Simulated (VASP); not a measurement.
Band structure of MgTe (space group Fm-3m). Level of theory: PBEsol GGA with spin-orbit coupling, VASP's PBE PAW potentials (set 64) (plane waves; VASP).

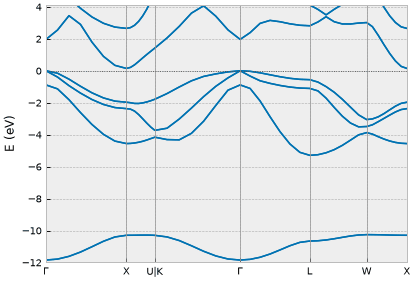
Figure: Bands along high-symmetry lines, zero at the valence-band maximum or, without a gap, the Fermi level

Problem. Read the plot: is there a gap, and where are the band edges?

Solution. The gap is indirect, 0.15 eV, from the valence maximum at Γ to the conduction minimum at X.

The structure comes from a computed database's MgTe entry (Fm-3m); how it stands against other phases isn't given here. It was relaxed first.
